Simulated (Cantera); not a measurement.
Charge: 1 mol PbO, 1.3 mol CO, 0.16 mol N2, equilibrated at 1123 K.

Cantera equilibrium calculation (NASA polynomials, part measured and part estimated; ideal gas, pure solids and liquids). Candidate condensed phases: C, Pb, PbO, PbO2, Pb3O4; 27 gas species. Rates play no part.

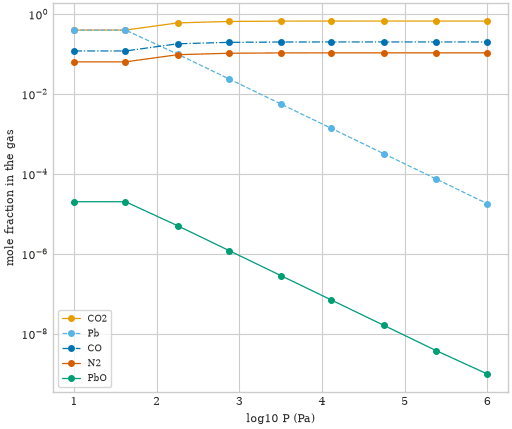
Fig. 1. Equilibrium gas composition (values under 1e-9 drawn at 1e-9)

**Question.** Read off the mole fractions at 42.0 Pa.

**Answer.** CO2 about 0.41, Pb about 0.41, CO about 0.12, N2 about 0.065, PbO about 2.1e-5.
